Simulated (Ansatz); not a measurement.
| atom | x (Å) | y (Å) | z (Å) |
| --- | --- | --- | --- |
| C | -1.1968 | -0.3420 | 0.0019 |
| C | 0.0007 | -0.2237 | 0.0261 |
| S | 1.6789 | -0.1976 | 0.0834 |
| H | -2.2568 | -0.4334 | -0.0218 |
| H | 1.8239 | 1.1231 | -0.1310 |

Geometry: PBE0-D4/def2-TZVP.

All numbers below come from isolated molecule in a Gaussian basis; Hartree-Fock (Ansatz 0.2.0).

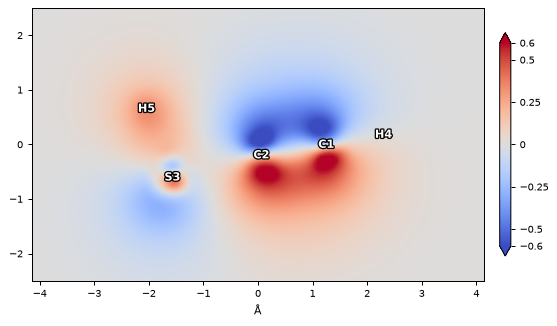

C2H2S (SMILES C#CS). The HOMO−1 on the molecular plane (values in Å⁻³ᐟ²; the overall sign is arbitrary).

Describe this orbital and give its energy.

Its weight (Hirshfeld) is mainly on C1 (about 40 %), C2 (about 40 %) and S3 (about 15 %); it is symmetric in the molecular plane (an in-plane orbital: σ, lone-pair or in-plane π type). Its energy is −10.99 eV.
